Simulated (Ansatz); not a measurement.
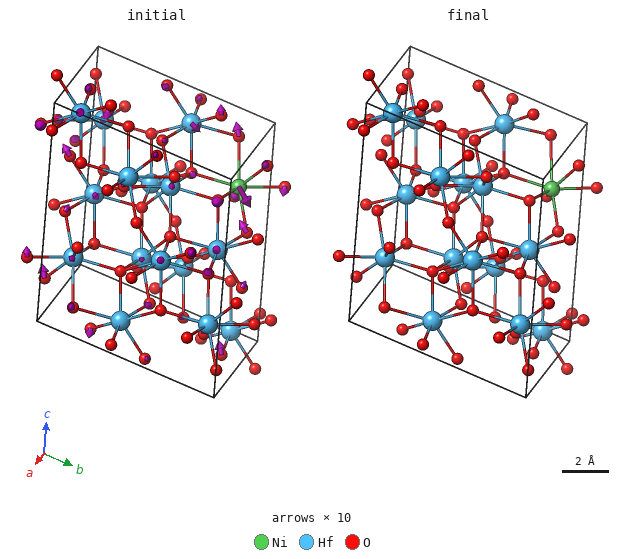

The structure of a defect cell of composition Hf15NiO32 before (left) and after (right) a relaxation, at one scale. The purple arrows give the displacements, magnified 10 times.

A ball-and-stick model of the cell of the calculation, seen slightly off an axis.

Case: Ni on a Hf site (e), charge +0, atoms relaxed at the host's cell.

Theory: DFT PBE, scalar-relativistic, plane waves, PAW in Ansatz 0.2.0. (plane-wave cutoff 420 eV; k-point mesh 2 × 2 × 2; occupations gaussian; smearing width 0.01 eV; mesh shifted by (0.5, 0.5, 0.5); collinear spin; atoms relaxed in a fixed cell; force threshold 0.025 eV/Å; at most 45 steps)

**Describe what moved and what it gained.**

The largest move is that of the Ni atom, 0.11 Å along [−1 2 −2]. By element the largest moves are Ni 0.11 Å, O 0.07 Å, Hf 0.06 Å. The cell stays as it was. Near-neighbour distances that change, for instance: Ni–O 2.052 → 1.897 Å, Ni–O 2.271 → 2.421 Å, Hf–O 2.071 → 2.166 Å, Ni–O 2.267 → 2.357 Å. Among the angles between lasting bonds that change: O–Ni–O 115.4° → 110.3°, O–Ni–O 87.5° → 91.4°, Ni–O–Hf 109.8° → 113.6°. Over 6 geometry steps the energy falls by 0.198 eV per cell of the calculation. The largest force component goes from 0.72 to 0.022 eV/Å. The run took 16 min on 4 threads of Oxide Virtual Turin-like Processor (Zen 5), with other jobs on the host, peak memory 4.4 GiB.
